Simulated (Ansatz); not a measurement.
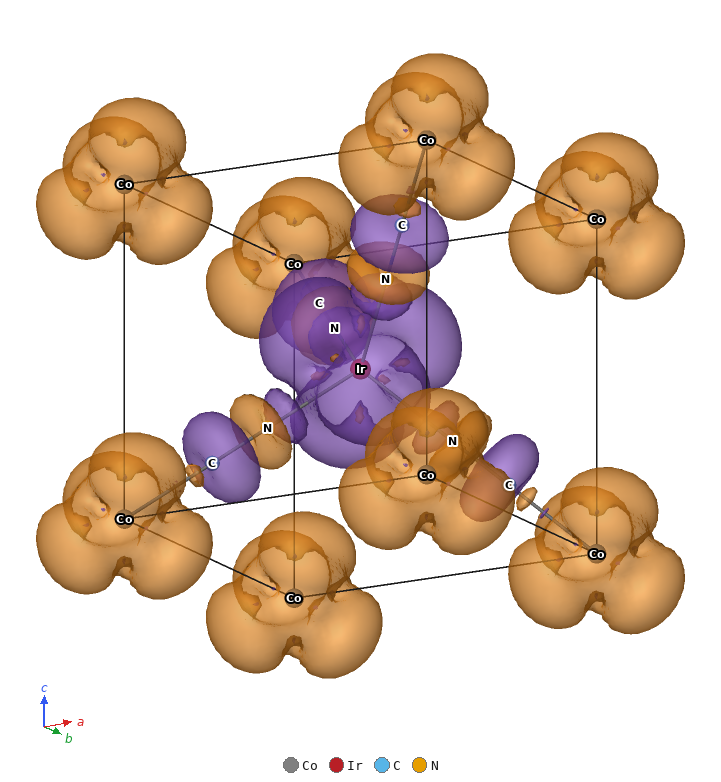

Figure 1: CoIrC₄N₄. Isosurfaces of the spin density (up minus down) at +0.015 (orange) and −0.015 e/Å³ (purple), seen at an oblique angle. Sticks mark near contacts.

Space group P-43m; a structure generated by program, which may or may not match a known phase; spin-polarised.

Computed with DFT PBE, scalar-relativistic, plane waves, PAW in Ansatz 0.2.0.

Core electrons are frozen (PAW), and the valence fields are smoothed inside the atomic spheres.

> Which atoms carry the moments, and with what signs?

The spin density sits on Co: +1.4 μB; Ir: −0.9 μB in one cell of 10 atoms: ferrimagnetic (opposed moments on unlike sites) in this solution. The cell of the calculation (10 atoms) carries 0.0 μB of net spin moment.
